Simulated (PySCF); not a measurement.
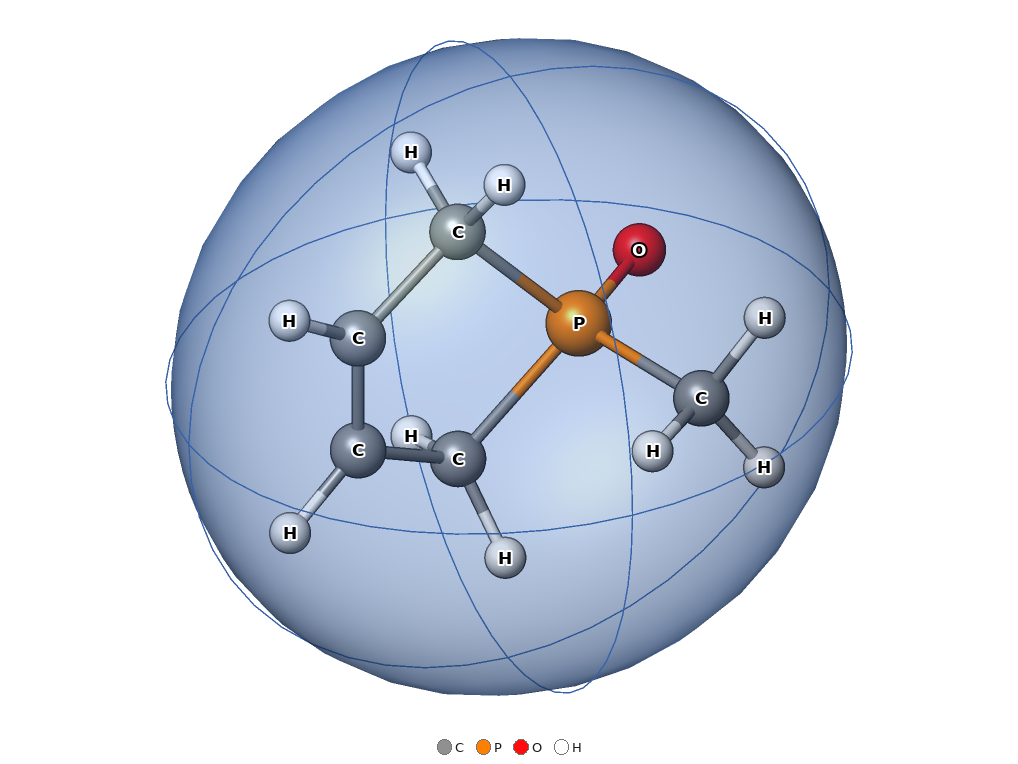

The ellipsoid shows the static dipole polarisability: its half-axes are proportional to the principal values. The geometry was computed by an optimisation with GFN2-xTB. No frequency run is at hand to confirm it as a minimum. Method: CAM-B3LYP/def2-SVPD (PySCF 2.14.0).

Question. How large and how anisotropic is the polarisability?

Answer. Principal values 71.7, 82.6, 84.0 bohr³; mean 79.4 bohr³ (11.77 Å³); anisotropy 11.6 bohr³, so the longest axis is 1.17 times the shortest.

The geometry is semi-empirical. Around P such bond lengths and angles can be off by a tenth of an ångström or more and by several degrees, and values that hang on the shape move with them.
